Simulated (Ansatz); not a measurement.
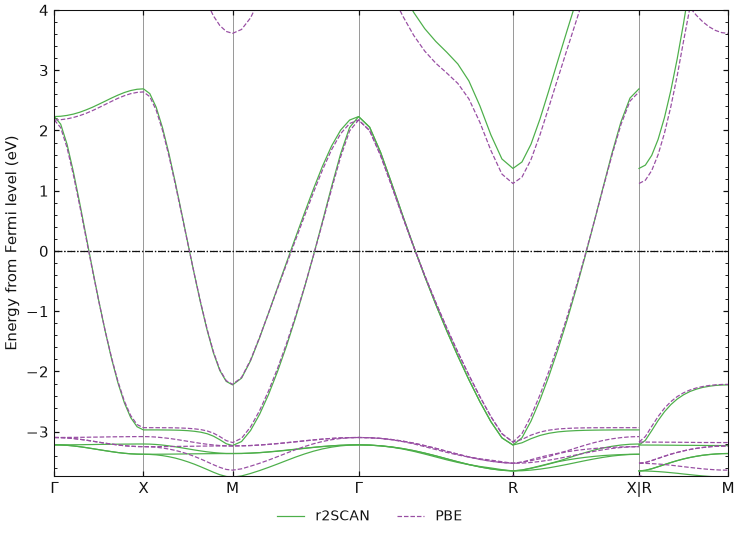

Band structures of NaCuH$_{3}$, space group Pm-3m, 5 atoms in the cell, by two methods on the same cell. Each is counted from its own Fermi level.

> What changes from one method to the other?

Both give a metal. The 2 bands that come within 1 eV of the Fermi level differ by 0.04 eV on average and by 0.09 eV at most (between R and X).

Settings. r2SCAN: DFT r2SCAN, scalar-relativistic, plane waves, PAW, no spin polarisation, 10×10×10 k mesh, 500 eV cutoff, Gaussian smearing of 0.1 eV (Ansatz). PBE: DFT PBE, scalar-relativistic, plane waves, PAW, no spin polarisation, 10×10×10 k mesh, 420 eV cutoff, Gaussian smearing of 0.1 eV (Ansatz 0.2.0).

The structure is an invented one, so it need not be a known or stable phase.
